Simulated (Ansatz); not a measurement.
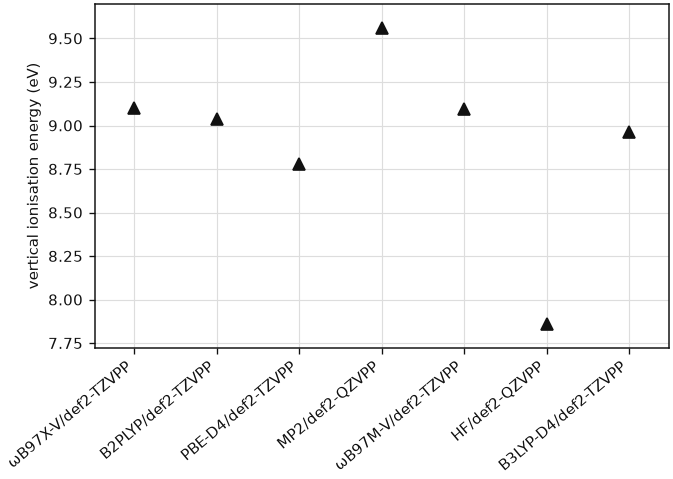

Vertical ionisation energy of CH₄AlNS, SMILES C1[NH][AlH][S]1, singlet, taken as the energy of the cation less that of the neutral at fixed geometry (unrestricted doublet cation, cores frozen in correlated methods, no spin-orbit coupling), the Ansatz code 0.2.0, at a PBE0-D4/def2-TZVP geometry (a minimum by its frequencies).

**What range do the values span?**

From 7.86 eV (HF/def2-QZVPP) to 9.56 eV (MP2/def2-QZVPP).

**Give the values.**

| level | eV |
| --- | --- |
| ωB97X-V/def2-TZVPP | 9.10 |
| B2PLYP/def2-TZVPP | 9.04 |
| PBE-D4/def2-TZVPP | 8.78 |
| MP2/def2-QZVPP | 9.56 |
| ωB97M-V/def2-TZVPP | 9.10 |
| HF/def2-QZVPP | 7.86 |
| B3LYP-D4/def2-TZVPP | 8.96 |
